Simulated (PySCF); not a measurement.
Vertical excitations of a molecule C₄H₅Si, multiplicity 2 from TDA-LC-ωPBE/def2-SVPD (PySCF), as energy in eV (oscillator strength): 2.72 (0.001), 2.80 (0.000), 4.24 (0.001), 4.72 (0.003), 4.82 (0.013), 5.23 (0.062), 5.66 (0.000), 6.24 (0.000), 6.30 (0.000), 6.58 (0.005). Geometry optimised at PBE0-D3(BJ)/def2-SVP. One conformer was computed; it need not be the lowest.

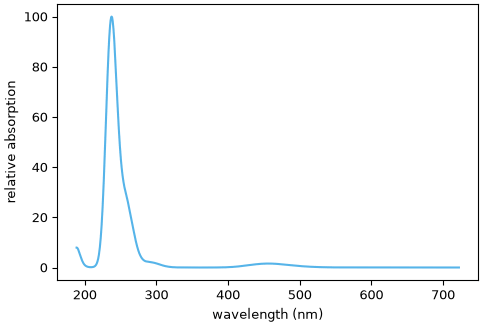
Fig. 1. The lines broadened by 0.4 eV.

Task: Identify the compound among the candidates.
A. [C]1=C[SiH2]C=C1
B. C1=C[SiH]C=C1
C. [C]1=CC=C[SiH2]1

Result: C, [C]1=CC=C[SiH2]1
